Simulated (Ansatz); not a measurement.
Input file:

```
crystal:
  periodic: [false, false, false]
  atoms:
    - {symbol: Cd, position_ang: [2.360546, -4.040697, -0.795649]}
    - {symbol: S, position_ang: [0.861541, -4.489888, 1.972462]}
    - {symbol: Cd, position_ang: [-0.416124, -3.495696, -2.733890]}
    - {symbol: S, position_ang: [-2.325780, -1.329330, -3.530347]}
    - {symbol: S, position_ang: [-0.313650, -2.670290, -0.344986]}
    - {symbol: Cd, position_ang: [-2.609509, -1.519404, 0.074066]}
    - {symbol: Cd, position_ang: [0.237010, -2.313094, 3.829219]}
    - {symbol: S, position_ang: [-1.833843, -1.086801, 2.762344]}
    - {symbol: Cd, position_ang: [-3.246450, 1.404231, -2.732391]}
    - {symbol: S, position_ang: [-2.481954, 1.043377, -0.347673]}
    - {symbol: Cd, position_ang: [-2.319543, 4.059455, -0.762179]}
    - {symbol: Cd, position_ang: [-1.939015, 1.312719, 3.826278]}
    - {symbol: S, position_ang: [-3.481764, 2.969340, 1.955569]}
    - {symbol: S, position_ang: [1.400462, -1.546139, -3.350900]}
    - {symbol: Cd, position_ang: [1.667188, -1.097055, -0.570703]}
    - {symbol: S, position_ang: [1.935947, -0.954393, 2.393270]}
    - {symbol: Cd, position_ang: [2.018879, 1.168345, -3.472706]}
    - {symbol: S, position_ang: [-0.644392, 1.984460, -3.350936]}
    - {symbol: S, position_ang: [2.228081, 1.292192, -0.875300]}
    - {symbol: Cd, position_ang: [-0.130589, 1.968578, -0.573771]}
    - {symbol: Cd, position_ang: [2.291596, 1.346700, 3.530301]}
    - {symbol: S, position_ang: [0.092645, 2.117062, 2.401300]}
    - {symbol: H, position_ang: [2.061775, -5.541052, -1.490430]}
    - {symbol: H, position_ang: [3.115109, -2.541461, -0.255522]}
    - {symbol: H, position_ang: [-0.303753, -5.034123, 1.535897]}
    - {symbol: H, position_ang: [1.104693, -5.506814, 2.862314]}
    - {symbol: H, position_ang: [-0.807255, -4.742486, -3.810489]}
    - {symbol: H, position_ang: [-3.500411, -2.008773, -3.667814]}
    - {symbol: H, position_ang: [-2.129666, -1.228885, -4.875765]}
    - {symbol: H, position_ang: [-4.076958, -2.380342, -0.160729]}
    - {symbol: H, position_ang: [0.307322, -3.058681, 5.354648]}
    - {symbol: H, position_ang: [-2.803469, -1.673745, 3.519417]}
    - {symbol: H, position_ang: [-4.517813, 1.715462, -3.806215]}
    - {symbol: H, position_ang: [-3.767921, 4.558389, -1.453240]}
    - {symbol: H, position_ang: [-0.636194, 3.950784, -0.247196]}
    - {symbol: H, position_ang: [-2.581269, 1.759497, 5.333588]}
    - {symbol: H, position_ang: [-4.546778, 2.266722, 1.488849]}
    - {symbol: H, position_ang: [-4.238001, 3.709892, 2.830428]}
    - {symbol: H, position_ang: [2.488610, -2.100581, -3.952922]}
    - {symbol: H, position_ang: [4.858804, -0.003594, -0.710025]}
    - {symbol: H, position_ang: [5.430146, -0.520071, -0.704278]}
    - {symbol: H, position_ang: [3.077925, -1.604541, 2.756236]}
    - {symbol: H, position_ang: [2.915188, 1.690836, -4.827325]}
    - {symbol: H, position_ang: [-0.574623, 3.224041, -3.906951]}
    - {symbol: H, position_ang: [2.491565, 4.163532, -0.759083]}
    - {symbol: H, position_ang: [3.539707, 2.102115, 1.161138]}
    - {symbol: H, position_ang: [2.391860, 4.927417, -0.750042]}
    - {symbol: H, position_ang: [3.358122, 1.977270, 4.687681]}
    - {symbol: H, position_ang: [3.919655, 2.340626, 1.797120]}
    - {symbol: H, position_ang: [0.072321, 3.434882, 2.747342]}
basis:
  gaussian: {orbitals: def2-SVP, fitting: {mean_field: def2-universal-jkfit}}
hamiltonian: {xc: pbe0, dispersion: d4}
scf: {omitted_lower_state_checks: [starts]}
output: {forces: true, orbitals: {seedname: orbitals}}
```

Command:

```sh
ansatz run in.yaml --threads 4 --pin off --events-out ev --progress --plain --max-ram 66560MiB --backend cuda --devices 0, --max-vram 37GiB
```

Geometry: PBE-D4/def2-SVP, loosely relaxed; core potentials replace the inner electrons of Cd.

Level of theory: Ansatz, RKS PBE0-D4/def2-SVP.

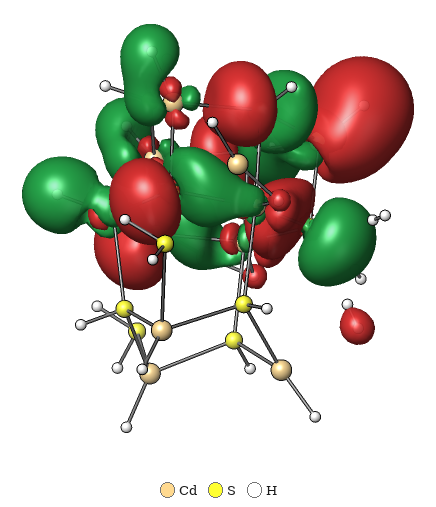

Cd11H22S11···H2···H2···H2 (Cd11S11 wurtzite off sphere). The HOMO at ±0.04 Å⁻³ᐟ² (green and red are the two phases), seen at an oblique angle.

**Where does this orbital lie, and at what energy?**

Its weight (Hirshfeld) is mainly on S19 (about 15 %), H43 (about 10 %), Cd17 (about 10 %), S18 (about 10 %), S14 (about 10 %) and S5 (about 10 %). Its energy is −6.56 eV.
